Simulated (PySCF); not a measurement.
**Atomic calculation, with input and output: Pm²⁺**

- system: Pm²⁺, configuration 1s2 2s2 2p6 3s2 3p6 3d10 4s2 4p6 4d10 4f5 5s2 5p6, multiplicity 6.
- method: unrestricted B97-3, ANO-RCC-VTZP, spin-free X2C-1e, Gaussian nucleus (PySCF)

### Output (extracts)
```
damping factor = 0
level_shift factor = 0
DIIS = <class 'pyscf.scf.diis.CDIIS'>
diis_start_cycle = 1
diis_space = 10
diis_damp = 0
SCF conv_tol = 1e-09
SCF conv_tol_grad = None
number electrons alpha = 32  beta = 27
XC functionals = HYB_GGA_XC_B97_3
    T. W. Keal and D. J. Tozer.,  J. Chem. Phys. 123, 121103 (2005)
cycle= 1 E= -10018.4810949571  delta_E= -0.0127  |g|= 0.0922  |ddm|= 0.137
cycle= 2 E= -10018.4807209165  delta_E= 0.000374  |g|= 0.0988  |ddm|= 0.048
cycle= 3 E= -10018.4822587683  delta_E= -0.00154  |g|= 0.0108  |ddm|= 0.0326
cycle= 4 E= -10018.4822771777  delta_E= -1.84e-05  |g|= 0.00114  |ddm|= 0.00279
cycle= 5 E= -10018.4822774007  delta_E= -2.23e-07  |g|= 7.29e-05  |ddm|= 0.000389
cycle= 6 E= -10018.4822774018  delta_E= -1.15e-09  |g|= 6.17e-06  |ddm|= 3.42e-05
cycle= 7 E= -10018.4822774018  delta_E= -2.36e-11  |g|= 1.16e-06  |ddm|= 6.21e-06
converged SCF energy = -10018.4822774018  <S^2> = 8.7533687  2S+1 = 6.0011228
```

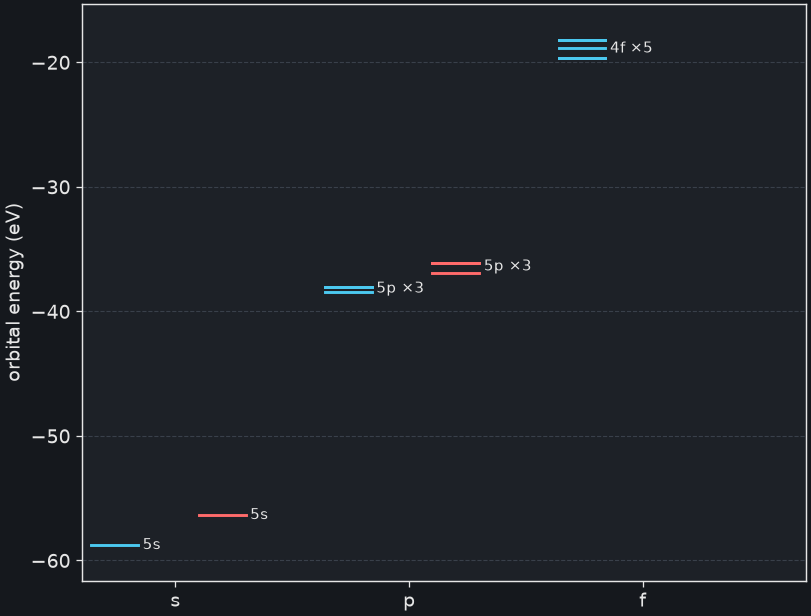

Fig. 1: Orbital energies of the mean field, from the top down to −58.8 eV, by angular momentum, α spin at the left of each column and β at the right; ×n counts the orbitals under one label. The highest filled orbital is 4f α at −18.2 eV, the lowest empty one d α at −12.5 eV.

### The input
```python
from pyscf import gto, scf, dft, mp, cc
import basis_set_exchange as bse
mol = gto.M(atom="Pm 0 0 0", charge=2, spin=5, symmetry="D2h",
            basis=gto.basis.parse(bse.get_basis("ANO-RCC-VTZP", elements=["Pm"], fmt="nwchem")),
            nucmod="G")
mf = dft.UKS(mol, xc="HYB_GGA_XC_B97_3").sfx2c1e()
mf.irrep_nelec = {'Ag': (9, 9), 'B1g': (2, 2), 'B2g': (2, 2), 'B3g': (2, 2), 'Au': (1, 0), 'B1u': (6, 4), 'B2u': (6, 4), 'B3u': (4, 4)}
mf.kernel()
```

The script is an equivalent of what the driver set up; the driver started from orbitals of its own, so the log can be shorter than this script's would be, and it computed the properties (radii, ⟨L²⟩, response) afterwards. It held the occupations shell by shell, which the script's counts by irreducible representation don't always enforce.

### Results in brief

| quantity | value |
| --- | --- |
| outcome | converged |
| total energy | −10018.4823 hartree |
| ⟨S²⟩ | 8.753 |
| ⟨L²⟩ | 24.01 |
| SCF iterations | 7 |
| hardware | 1 CPU thread, shared host |
| CPU time | 4.7 s (integrals apart) |

### Remarks

⟨L²⟩ departs from that of the intended term, so the determinant mixes terms.
